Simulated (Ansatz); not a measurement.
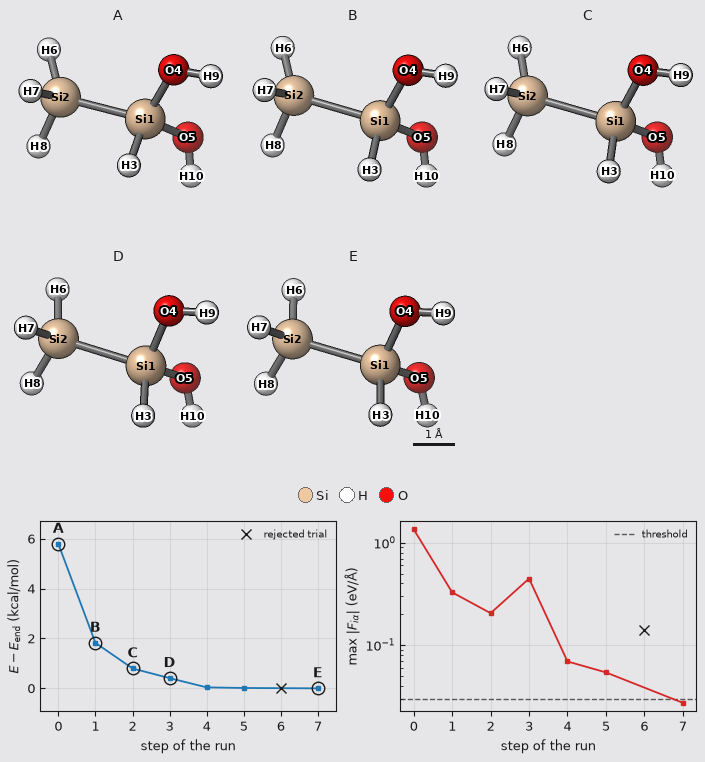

Frames of a relaxation of Si₂H₆O₂, marked on the history of the run. A ball-and-stick model, seen from a free direction.

The run prepares an end point of a later path (reaction) calculation, from a guessed geometry.

These are results of RKS BLYP/def2-SVP (Ansatz), not measurements.

Input
```yaml
crystal:
  periodic: [false, false, false]
  atoms:
    - { symbol: Si, position_ang: [-0.632917, -0.128017, -0.050433] }
    - { symbol: Si, position_ang: [1.526315, 0.493175, -0.031123] }
    - { symbol: H, position_ang: [-0.669281, -0.263791, -1.492377] }
    - { symbol: O, position_ang: [-1.604775, 1.09102, 0.570285] }
    - { symbol: O, position_ang: [-1.070602, -1.583245, 0.685416] }
    - { symbol: H, position_ang: [2.233666, 0.791867, 1.260941] }
    - { symbol: H, position_ang: [1.631256, 1.699361, -0.925174] }
    - { symbol: H, position_ang: [2.259977, -0.629971, -0.717872] }
    - { symbol: H, position_ang: [-2.558815, 0.887771, 0.603893] }
    - { symbol: H, position_ang: [-1.114825, -2.35817, 0.096442] }
basis:
  gaussian: { orbitals: def2-SVP }
hamiltonian:
  xc: blyp
relax:
  f_tol: 0.03
  max_steps: 50
output:
  orbitals: {}
```

Launched with:
```bash
ansatz run input.yaml --threads 2 --pin off --max-ram 3072MiB --backend cpu --events-out ev --progress --plain --runs-dir out
```

**What happens along the run?**

The energy falls by 5.80 kcal/mol in 6 accepted moves (7 points after the start). The largest force component goes from 1.3 to 0.027 eV/Å. The line search rejected the trial step at point 6 of the run. H3 moves most after the best rigid fit: 0.49 Å. Largest moves by element: H 0.49 Å, Si 0.15 Å, O 0.11 Å. Near-neighbour distances that change, for instance: Si1–Si2 2.247 → 2.363 Å, Si1–H3 1.449 → 1.513 Å. Bond angles that change, for instance: Si2–Si1–H3 93.4° → 111.9°, Si1–Si2–H6 121.0° → 110.9°, Si2–Si1–O5 118.9° → 112.3°. From step 0 to 1: H3 moves most (0.19 Å), energy −3.97 kcal/mol. From step 1 to 2: H3 moves most (0.12 Å), energy −1.03 kcal/mol. From step 2 to 3: H6 moves most (0.20 Å), energy −0.39 kcal/mol. From step 3 to 7: H3 moves most (0.06 Å), energy −0.41 kcal/mol.
